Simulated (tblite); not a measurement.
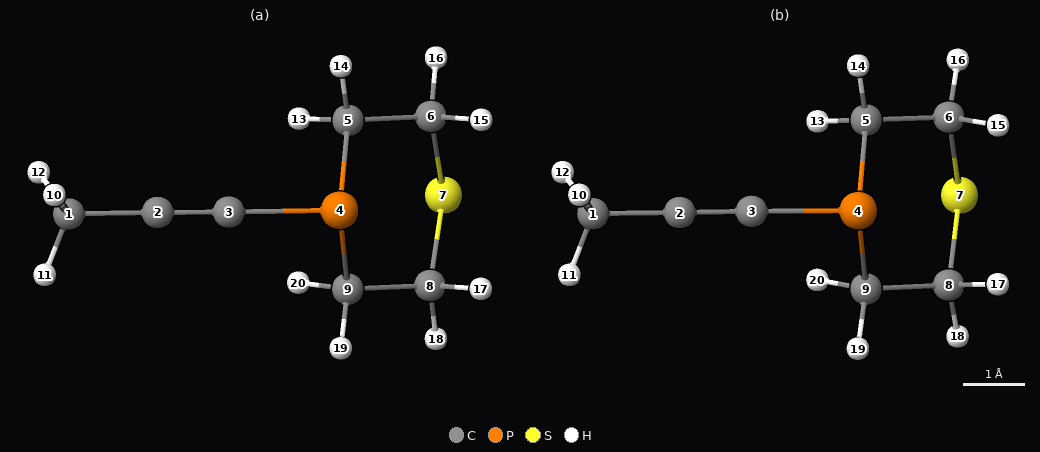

The structure of C7H11PS before (left) and after (right) a relaxation, at one scale.

Style: ball-and-stick. Shown at a tilt.

Method: tblite 0.8.0, GFN2-xTB geometry optimisation, gas phase. 

Describe what moved and what it gained.

The atom that moves furthest after the best rigid fit is H15 (0.11 Å). By element the largest moves are H 0.11 Å, C 0.09 Å, S 0.07 Å, P 0.03 Å. Among the contacts that change: C3–P4 1.841 → 1.762 Å, C1–C2 1.477 → 1.445 Å, C2–C3 1.185 → 1.205 Å, P4–C5 1.854 → 1.871 Å. Among the angles between lasting bonds that change: C2–C3–P4 178.8° → 173.8°, H17–C8–H18 106.4° → 109.0°, C5–C6–H16 108.7° → 111.3°. After 35 geometry steps the energy has fallen by 0.162 eV.
